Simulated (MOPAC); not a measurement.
Geometry relaxation of SiN2H4 (part 2 of 2)

Continued. System: SiN2H4. Method: PM6-D3H4X, closed shell, dispersion D3H4X (MOPAC 23.2.5). The geometry comes from this level: GFN2-xTB.

Geometry of the input (Å):
```
N  -1.2156  0.3137  -0.3533
Si -0.1938  -1.0643  -0.4305
N  1.2018  -0.3968  0.3149
H  -2.1597  0.3123  -0.6964
H  -0.9570  1.2077  0.0443
H  1.2781  0.5488  0.6651
H  2.0462  -0.9214  0.4561
```

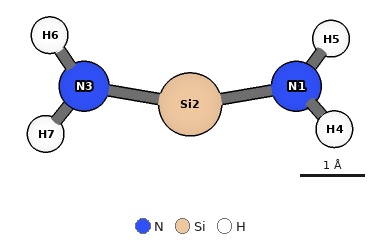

Fig. 1: The geometry at step 38 of the log (ball-and-stick view, seen at a tilt; atoms are numbered from 1 in the order of the input).

Trajectory as extended XYZ, continued
```
7
Properties=species:S:1:pos:R:3:forces:R:3 step=16 energy=0.82007
N    -1.5678    0.2339   -0.5968    0.0751  -0.0510   0.0113
Si   -0.1057   -0.5083   -0.1491   -0.0047   0.0709  -0.0187
N     1.5077   -0.5236    0.3834    0.0017  -0.0462  -0.0224
H    -2.1914   -0.4089   -1.1239   -0.0278   0.0283   0.0015
H    -1.9822    1.1546   -0.4770    0.0033  -0.0369   0.0103
H     2.1939    0.1936    0.6054   -0.0150  -0.0022  -0.0017
H     1.9036   -1.4789    0.4893   -0.0326   0.0371   0.0198
7
Properties=species:S:1:pos:R:3:forces:R:3 step=18 energy=0.81909
N    -1.5701    0.2288   -0.5951   -0.0228   0.0000  -0.0121
Si   -0.1029   -0.4923   -0.1485    0.0740   0.0037  -0.0078
N     1.5108   -0.5297    0.3777   -0.0289   0.0099   0.0192
H    -2.1924   -0.4222   -1.1121   -0.0331  -0.0056  -0.0177
H    -1.9937    1.1452   -0.4816   -0.0017   0.0064   0.0207
H     2.1976    0.1859    0.6029    0.0111  -0.0064  -0.0161
H     1.8949   -1.4848    0.5011    0.0015  -0.0080   0.0138
7
Properties=species:S:1:pos:R:3:forces:R:3 step=20 energy=0.81818
N    -1.5779    0.2204   -0.5985   -0.0002  -0.0327  -0.0056
Si   -0.0947   -0.4689   -0.1489   -0.0073   0.0070  -0.0308
N     1.5158   -0.5355    0.3802   -0.0011   0.0386   0.0270
H    -2.1992   -0.4378   -1.1068   -0.0015  -0.0171  -0.0163
H    -2.0140    1.1306   -0.4860    0.0099   0.0345   0.0337
H     2.2146    0.1733    0.5948   -0.0008  -0.0243  -0.0225
H     1.8839   -1.4939    0.5208    0.0011  -0.0058   0.0144
7
Properties=species:S:1:pos:R:3:forces:R:3 step=22 energy=0.81569
N    -1.5860    0.1932   -0.6163   -0.0551   0.0254  -0.0223
Si   -0.0782   -0.4489   -0.1753   -0.0451  -0.0251  -0.0025
N     1.5142   -0.5355    0.4000    0.0746  -0.0359  -0.0372
H    -2.2216   -0.4184   -1.1603    0.0873   0.0161   0.0205
H    -2.0116    1.1022   -0.4354   -0.0007  -0.0227   0.0193
H     2.2318    0.1668    0.5700   -0.0153   0.0028  -0.0031
H     1.8665   -1.4922    0.5938   -0.0458   0.0394   0.0253
7
Properties=species:S:1:pos:R:3:forces:R:3 step=24 energy=0.81044
N    -1.5992    0.1630   -0.6357   -0.0033   0.2191   0.0545
Si   -0.0566   -0.4014   -0.2113    0.0560  -0.0206   0.0420
N     1.5197   -0.5518    0.4024    0.0394   0.2387   0.0096
H    -2.1937   -0.4010   -1.2629    0.0161   0.1024   0.0388
H    -2.0502    1.0454   -0.3499    0.0122  -0.2981  -0.1001
H     2.2655    0.1453    0.5202   -0.1464  -0.1342  -0.0886
H     1.8145   -1.4764    0.7411    0.0259  -0.1072   0.0439
7
Properties=species:S:1:pos:R:3:forces:R:3 step=26 energy=0.80592
N    -1.5935    0.1759   -0.6223   -0.0062   0.0807   0.0000
Si   -0.0477   -0.3835   -0.2062   -0.2492   0.0296  -0.0693
N     1.5207   -0.5552    0.3954    0.1114   0.1686   0.1075
H    -2.1616   -0.4051   -1.2544   -0.0048  -0.0813  -0.0946
H    -2.0966    1.0231   -0.3569    0.0399  -0.0079   0.0693
H     2.2710    0.1315    0.4991    0.0112  -0.0993  -0.0609
H     1.7831   -1.4785    0.7650    0.0977  -0.0904   0.0480
7
Properties=species:S:1:pos:R:3:forces:R:3 step=28 energy=0.80085
N    -1.5921    0.1748   -0.6346   -0.0440   0.0069  -0.0814
Si   -0.0510   -0.3980   -0.2192   -0.0481   0.0014   0.0121
N     1.5173   -0.5495    0.4065   -0.0287   0.1285   0.0073
H    -2.1645   -0.3707   -1.3039    0.0796   0.0800   0.0613
H    -2.0758    1.0193   -0.3226   -0.0226  -0.0748   0.0008
H     2.2658    0.1401    0.4917    0.0024  -0.0572  -0.0516
H     1.7911   -1.4641    0.7885    0.0614  -0.0849   0.0515
7
Properties=species:S:1:pos:R:3:forces:R:3 step=30 energy=0.79529
N    -1.5756    0.2068   -0.6514   -0.0190  -0.0970  -0.0122
Si   -0.0620   -0.4336   -0.2248    0.0817   0.0695   0.0619
N     1.5096   -0.5327    0.4174   -0.0819   0.0033  -0.0601
H    -2.1222   -0.2863   -1.3790    0.0548   0.0560   0.0143
H    -2.0830    1.0061   -0.2747   -0.0210   0.0055  -0.0046
H     2.2645    0.1511    0.4597   -0.0164   0.0090  -0.0365
H     1.7938   -1.4347    0.8286    0.0019  -0.0462   0.0371
7
Properties=species:S:1:pos:R:3:forces:R:3 step=32 energy=0.79411
N    -1.5722    0.2135   -0.6509    0.0222  -0.0723   0.0087
Si   -0.0668   -0.4398   -0.2127   -0.0061   0.0959   0.0234
N     1.5094   -0.5320    0.4113   -0.0180  -0.0840   0.0191
H    -2.0967   -0.2686   -1.3986    0.0091   0.0040  -0.0372
H    -2.0914    1.0077   -0.2815   -0.0060   0.0135   0.0220
H     2.2624    0.1523    0.4517    0.0091   0.0082  -0.0325
H     1.7946   -1.4375    0.8245   -0.0102   0.0348  -0.0035
7
Properties=species:S:1:pos:R:3:forces:R:3 step=34 energy=0.79299
N    -1.5721    0.2113   -0.6608    0.0436   0.0145   0.0111
Si   -0.0775   -0.4427   -0.1873    0.0310   0.0853   0.0206
N     1.5108   -0.5403    0.4076   -0.0494  -0.0040  -0.0083
H    -2.0704   -0.2468   -1.4393   -0.0152  -0.0013  -0.0202
H    -2.0914    1.0124   -0.2985    0.0022  -0.0599   0.0070
H     2.2576    0.1544    0.4425   -0.0205  -0.0394  -0.0285
H     1.8114   -1.4460    0.8032    0.0083   0.0049   0.0183
7
Properties=species:S:1:pos:R:3:forces:R:3 step=36 energy=0.79269
N    -1.5680    0.2139   -0.6698    0.0032  -0.0167   0.0191
Si   -0.0812   -0.4419   -0.1775    0.0296   0.0789   0.0057
N     1.5090   -0.5412    0.4088   -0.0252  -0.0398  -0.0099
H    -2.0678   -0.2439   -1.4478    0.0025   0.0103  -0.0188
H    -2.0899    1.0102   -0.3020   -0.0060  -0.0325   0.0035
H     2.2542    0.1538    0.4377    0.0023  -0.0092  -0.0219
H     1.8184   -1.4486    0.7941   -0.0064   0.0091   0.0223
7
Properties=species:S:1:pos:R:3:forces:R:3 step=38 energy=0.79266
N    -1.5680    0.2133   -0.6695   -0.0042  -0.0074   0.0364
Si   -0.0800   -0.4411   -0.1799    0.0303   0.0767   0.0043
N     1.5087   -0.5407    0.4096   -0.0268  -0.0485  -0.0104
H    -2.0710   -0.2462   -1.4435   -0.0032   0.0042  -0.0342
H    -2.0894    1.0094   -0.3001   -0.0016  -0.0338   0.0008
H     2.2540    0.1535    0.4384    0.0123  -0.0004  -0.0200
H     1.8170   -1.4480    0.7962   -0.0067   0.0091   0.0230
7
Properties=species:S:1:pos:R:3:forces:R:3 step=40 energy=0.79100
N    -1.5731    0.2061   -0.6596    0.0597   0.0074  -0.0434
Si   -0.0696   -0.4402   -0.2063    0.0340   0.0845   0.0488
N     1.5083   -0.5371    0.4165   -0.0307   0.0389  -0.0452
H    -2.0649   -0.2244   -1.4586   -0.0146   0.0045   0.0076
H    -2.0941    0.9930   -0.2722   -0.0283  -0.0476   0.0148
H     2.2611    0.1537    0.4307   -0.0412  -0.0449  -0.0231
H     1.8000   -1.4275    0.8451    0.0211  -0.0428   0.0405
7
Properties=species:S:1:pos:R:3:forces:R:3 step=42 energy=0.78077
N    -1.5781    0.1896   -0.6919    0.0331  -0.1083  -0.2393
Si   -0.0605   -0.3893   -0.1964    0.0211   0.0852   0.0325
N     1.5125   -0.5434    0.4249    0.0499  -0.0518   0.0687
H    -2.0154   -0.1917   -1.5551    0.0842   0.1011   0.2305
H    -2.1528    0.9142   -0.2616   -0.0531  -0.0407   0.0054
H     2.2892    0.1255    0.3823   -0.0994  -0.1042  -0.0286
H     1.7821   -1.4063    0.9298   -0.0358   0.1187  -0.0692
7
Properties=species:S:1:pos:R:3:forces:R:3 step=44 energy=0.76899
N    -1.5882    0.1426   -0.7585    0.1584  -0.1288   0.0297
Si   -0.0380   -0.2424   -0.1512   -0.2020   0.0686  -0.1087
N     1.5220   -0.5695    0.4427   -0.0120   0.0439   0.0784
H    -1.9749   -0.2504   -1.6328    0.1283   0.0906   0.1756
H    -2.2655    0.7679   -0.3018    0.1263  -0.0805  -0.0364
H     2.3387    0.0487    0.3161   -0.1558  -0.1515  -0.0079
H     1.7592   -1.3990    1.0104   -0.0433   0.1578  -0.1307
7
Properties=species:S:1:pos:R:3:forces:R:3 step=46 energy=0.76263
N    -1.5759    0.1406   -0.7500   -0.1471  -0.0219  -0.0626
Si   -0.0347   -0.2513   -0.1695    0.0224   0.0102   0.0049
N     1.5097   -0.5666    0.4511    0.0455   0.0563   0.0215
H    -1.9701   -0.2336   -1.6268    0.0536   0.0835   0.1266
H    -2.2392    0.7621   -0.2683    0.0525  -0.0699  -0.0744
H     2.3160    0.0562    0.3094   -0.0341  -0.0798   0.0047
H     1.7539   -1.3834    1.0214    0.0072   0.0216  -0.0207
7
Properties=species:S:1:pos:R:3:forces:R:3 step=48 energy=0.76076
N    -1.5797    0.1195   -0.7561    0.0066   0.0108   0.0365
Si   -0.0233   -0.2032   -0.1649   -0.0282  -0.0123   0.0006
N     1.5095   -0.5692    0.4598   -0.0057   0.0510  -0.0003
H    -1.9554   -0.2571   -1.6320    0.0067  -0.0002  -0.0154
H    -2.2648    0.7169   -0.2784    0.0249  -0.0194  -0.0103
H     2.3283    0.0297    0.2909   -0.0049  -0.0460   0.0079
H     1.7425   -1.3762    1.0460    0.0006   0.0161  -0.0190
7
Properties=species:S:1:pos:R:3:forces:R:3 step=50 energy=0.76026
N    -1.5776    0.1251   -0.7542   -0.0338  -0.0064  -0.0258
Si   -0.0277   -0.2057   -0.1567   -0.0046  -0.0090   0.0074
N     1.5095   -0.5633    0.4578    0.0579   0.0098   0.0150
H    -1.9379   -0.2508   -1.6393    0.0015   0.0195   0.0170
H    -2.2705    0.7180   -0.2853    0.0098  -0.0100  -0.0048
H     2.3330    0.0268    0.2864   -0.0131  -0.0165   0.0003
H     1.7431   -1.3754    1.0382   -0.0177   0.0127  -0.0090
7
Properties=species:S:1:pos:R:3:forces:R:3 step=52 energy=0.76001
N    -1.5781    0.1266   -0.7575    0.0116  -0.0011  -0.0015
Si   -0.0297   -0.2109   -0.1566   -0.0011  -0.0057   0.0126
N     1.5103   -0.5587    0.4599    0.0178  -0.0156  -0.0077
H    -1.9383   -0.2357   -1.6471   -0.0041   0.0090   0.0068
H    -2.2681    0.7172   -0.2815   -0.0004  -0.0092  -0.0058
H     2.3344    0.0276    0.2837   -0.0046  -0.0064   0.0070
H     1.7433   -1.3718    1.0404   -0.0192   0.0291  -0.0115
7
Properties=species:S:1:pos:R:3:forces:R:3 step=54 energy=0.75978
N    -1.5765    0.1299   -0.7618    0.0052   0.0045   0.0074
Si   -0.0335   -0.2121   -0.1497    0.0022   0.0004   0.0047
N     1.5118   -0.5532    0.4574   -0.0059  -0.0140  -0.0123
H    -1.9279   -0.2173   -1.6603   -0.0038  -0.0002  -0.0027
H    -2.2736    0.7094   -0.2818    0.0054  -0.0065  -0.0023
H     2.3395    0.0247    0.2765    0.0033   0.0038   0.0060
H     1.7381   -1.3645    1.0429   -0.0065   0.0120  -0.0007
7
Properties=species:S:1:pos:R:3:forces:R:3 step=56 energy=0.75973
N    -1.5763    0.1301   -0.7623    0.0004   0.0026   0.0031
Si   -0.0334   -0.2122   -0.1505    0.0000   0.0004  -0.0014
N     1.5120   -0.5525    0.4556    0.0011   0.0006   0.0006
H    -1.9282   -0.2132   -1.6621   -0.0019  -0.0020  -0.0041
H    -2.2737    0.7061   -0.2791    0.0006  -0.0008   0.0011
H     2.3407    0.0245    0.2761   -0.0001  -0.0022   0.0021
H     1.7349   -1.3603    1.0467   -0.0001   0.0014  -0.0014
7
Properties=species:S:1:pos:R:3:forces:R:3 step=58 energy=0.75972
N    -1.5766    0.1297   -0.7618   -0.0002   0.0001  -0.0001
Si   -0.0326   -0.2118   -0.1525   -0.0007   0.0003  -0.0006
N     1.5120   -0.5522    0.4559    0.0018   0.0019   0.0011
H    -1.9300   -0.2142   -1.6609    0.0002  -0.0003  -0.0005
H    -2.2734    0.7055   -0.2775   -0.0002   0.0000   0.0005
H     2.3411    0.0244    0.2771   -0.0008  -0.0015   0.0006
H     1.7338   -1.3593    1.0483   -0.0002  -0.0005  -0.0009
```

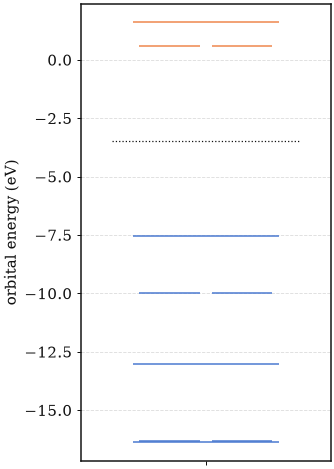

Fig. 2: Orbital energies near the frontier; the dotted line parts filled from empty levels, and levels within 0.02 eV of each other stand side by side. Highest filled −7.53 eV, lowest empty 0.58 eV, 8.11 eV apart.
